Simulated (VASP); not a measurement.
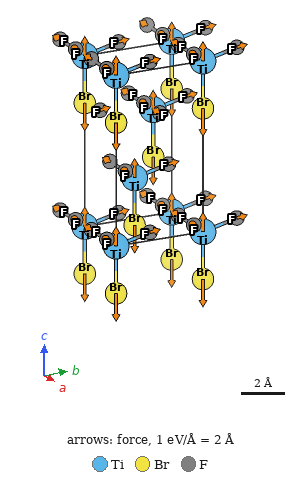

Starting geometry of crystalline TiBrF3 (a generated structure, set up in R3m) with the computed forces as orange arrows. Style: ball-and-stick. Shown: the conventional cell (3 times the calculation's cell), slightly off an axis. Lengths and directions refer to the drawn axes.

The run lets cell and atoms move.

Method: Kohn-Sham DFT of a periodic cell, PBE, VASP PAW PBE potentials, recommended (VASP).

Input
```
PREC = Normal ; ENCUT = 520
EDIFF = 1E-4 ; ISMEAR = 0
SIGMA = 0.15 ; LREAL = False
LASPH = True ; NELM = 60
ALGO = Fast ; ISIF = 3
LWAVE = False ; LCHARG = False
GGA = PE ; IBRION = 2
NSW = 24 ; EDIFFG = -0.08
```

Launched with:
```bash
cat potpaw_PBE.64/Ti_sv/POTCAR potpaw_PBE.64/Br/POTCAR potpaw_PBE.64/F/POTCAR > POTCAR
mpirun -np 1 vasp_std > vasp.out
```

### What follows when this structure is relaxed?

It isn't relaxed: the largest force vector, on the Br atom, is 0.69 eV/Å. Measured relative to the changing cell, the final displacements run against the starting forces (cosine between the two patterns −0.46). The largest moves relative to the cell, 0.17 Å, are those of F atoms. Largest moves by element: F 0.17 Å, Ti 0.02 Å. Br stays in place. The drawn cell changes as follows: a = b 5.800 → 6.448 Å (+11.2 %), c 8.200 → 8.344 Å (+1.8 %); the volume changes by +25.7 %. Some distances before and after: Br–Ti 2.271 → 2.330 Å, F–Ti 1.760 → 1.771 Å. The space group stays R3m (No. 160). After 16 geometry steps the energy has fallen by 0.643 eV per cell of the calculation. The largest force component goes from 0.69 to 0.07 eV/Å. Pressure: 5.95 GPa at the start and 0.15 GPa at the end. The volume changes by over a tenth within one run on a fixed set of plane waves, so the end point should be relaxed again from the new cell. It ran on 1 thread of Intel(R) Xeon(R) 6975P-C (Granite Rapids), with other jobs on the host.
